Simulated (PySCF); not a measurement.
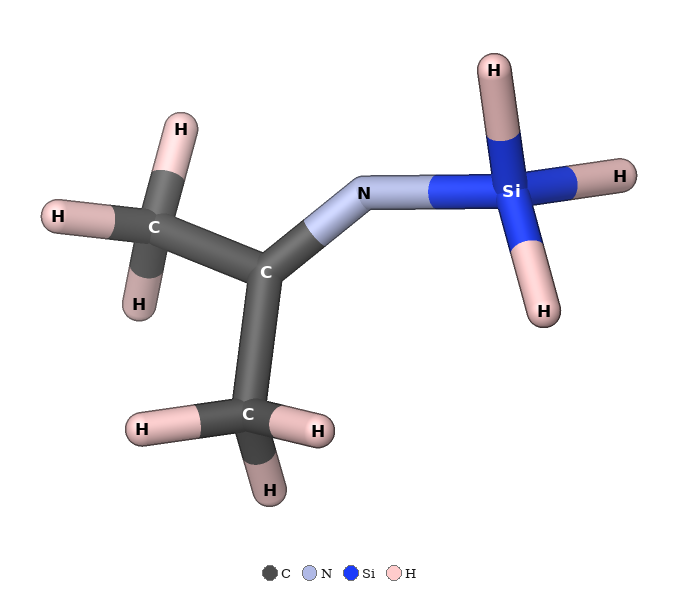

The geometry was computed by an optimisation with GFN2-xTB. No frequency run is at hand to confirm it as a minimum. Properties computed with PBE0/def2-SVPD, gas phase (PySCF 2.14.0). Excitations: vertical, linear response.

Computed properties:

The species is C₃H₉NSi (`CC(C)=N[SiH3]`).
- dipole moment: 2.23 D
- HOMO energy (Kohn–Sham orbital): −6.65 eV
- LUMO energy (Kohn–Sham orbital): −0.33 eV
- HOMO–LUMO gap: 6.33 eV
- mean static polarisability: 73.9 bohr³
- lowest vertical singlet excitation: 4.35 eV
- its oscillator strength: 0.000
- brightest of the 6 lowest singlets: 6.66 eV
- its oscillator strength: 0.05

The geometry is semi-empirical. Around Si such bond lengths and angles can be off by a tenth of an ångström or more and by several degrees, and values that hang on the shape move with them.
